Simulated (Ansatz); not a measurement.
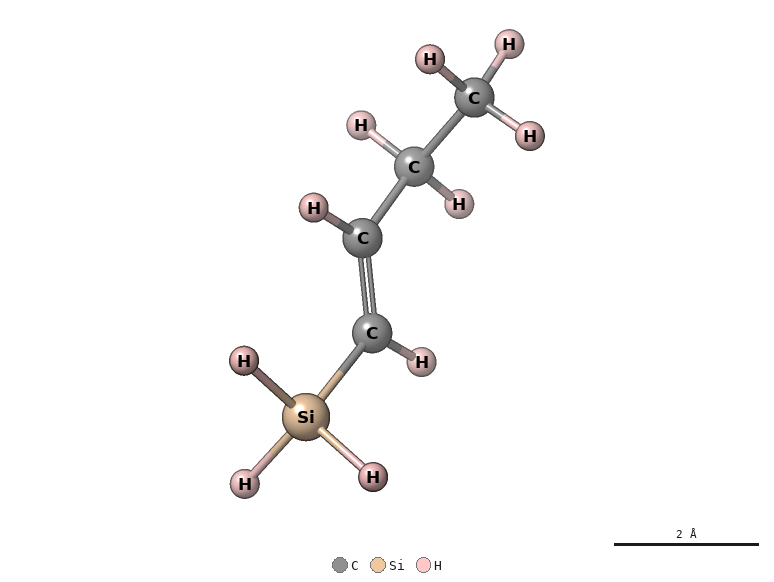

Depth is shown by fading: the farther an atom, the more it takes the colour of the background. The geometry was computed by an optimisation with PBE0-D4/def2-TZVP. No frequency run is at hand to confirm it as a minimum. Masses are those of the most abundant isotopes; constants are for the rigid equilibrium geometry.

What kind of rotor is it, and what are its rotational constants in cm⁻¹?

Answer. An asymmetric top (C1): A = 0.487, B = 0.0459, C = 0.0447 cm⁻¹. Ray's parameter κ is −0.99, close to the prolate limit.
